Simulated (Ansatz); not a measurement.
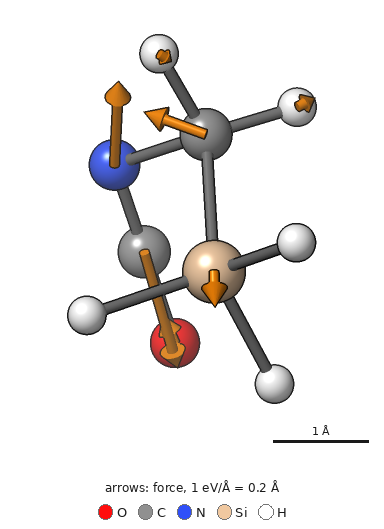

Starting geometry of C$_{2}$H$_{5}$NOSi with the computed forces as orange arrows. Style: ball-and-stick. Shown from a free direction.

The run prepares an end point of a later path (torsion) calculation, from a guessed geometry.

Method: RKS CAM-B3LYP/def2-SVP in Ansatz 0.2.0. (no spin polarisation; force threshold 0.015 eV/Å; at most 40 steps)

Q: What follows when this structure is relaxed?

A: It isn't relaxed: the largest force vector, on a C atom, is 7.80 eV/Å. The final displacements have little in common with the starting forces (cosine between the two patterns 0.07). The energy falls by 0.724 eV in 9 geometry steps. Largest force component: 6.7 eV/Å at the start, 0.014 eV/Å at the end. The atom that moves furthest after the best rigid fit is the O atom (0.94 Å). By element the largest moves are O 0.94 Å, H 0.42 Å, N 0.40 Å, C 0.35 Å, Si 0.26 Å. Near-neighbour distances that change, for instance: C–N 1.551 → 1.428 Å, C–Si 1.825 → 1.904 Å, C–H 1.067 → 1.104 Å, C–N 1.161 → 1.192 Å. Among the angles between lasting bonds that change: C–N–C 114.4° → 150.1°, H–C–H 111.0° → 106.2°, N–C–H 104.4° → 109.1°. The run took 35 s on 2 threads of Intel(R) Xeon(R) Platinum 8259CL CPU @ 2.50GHz (Skylake/Cascade Lake) (shared host), peak memory 0.26 GiB.
